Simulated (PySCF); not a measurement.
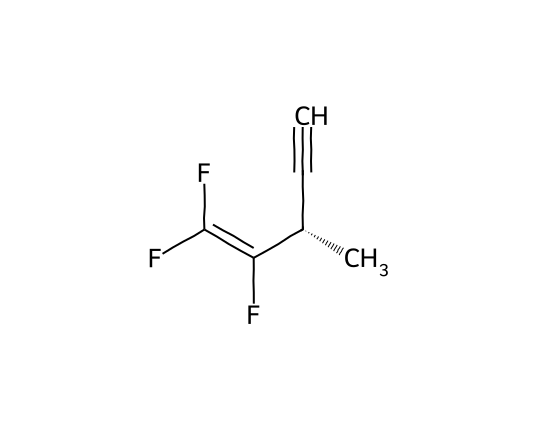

Figure made from data computed with PySCF.

A structural formula.

Question: Give its SMILES.

Answer: C#C[C@H](C)C(F)=C(F)F

Question: Give the formula, hydrogens included.

Answer: C6H5F3.

Question: An optimisation with GFN2-xTB gave a structure of which point group?

Answer: C1.
